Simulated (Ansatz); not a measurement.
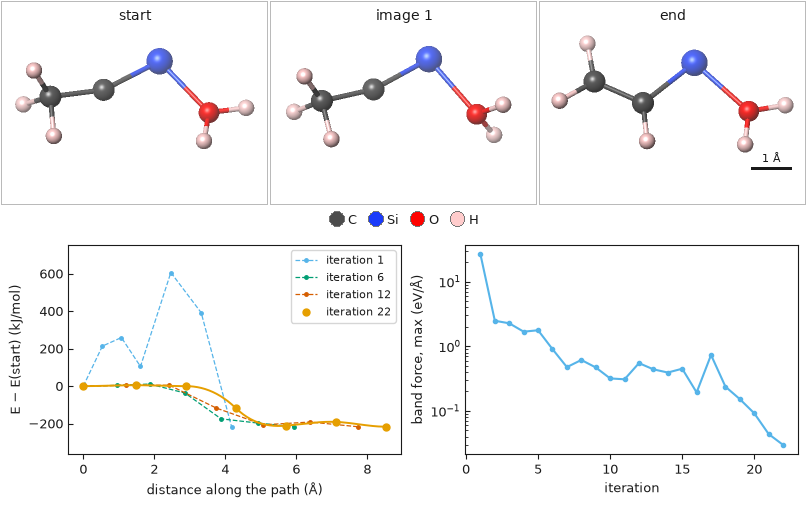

A nudged-elastic-band calculation for C2H5OSi (charge +1). Images are numbered from 0 (start) to 6 (end). The plot follows the band through its iterations. The picture is a ball-and-stick view, seen at a tilt.

Theory: RKS r2SCAN/def2-SVP in Ansatz 0.2.0. Settings: 5 movable images; climbing image; force threshold 0.03 eV/Å; iteration limit 60; starting path through a guess of the saddle point.

Judge this run.

The run is converged, with reservations. The band converged in 22 iterations. The largest component of the band force went from 27 to 0.03 eV/Å. The climbing image converged on the top of the path. Its vibrational analysis gives one imaginary mode (135i cm⁻¹), as a transition state must have. The first iteration put the highest image at 606.4 kJ/mol. Forward barrier 5.0 kJ/mol, backward barrier 221.5 kJ/mol, with image 1 at the top; the reaction energy is −216.5 kJ/mol. The profile has 2 maxima (images 1, 5) with a dip at image 4 (−210.9 kJ/mol), so the process runs in steps.
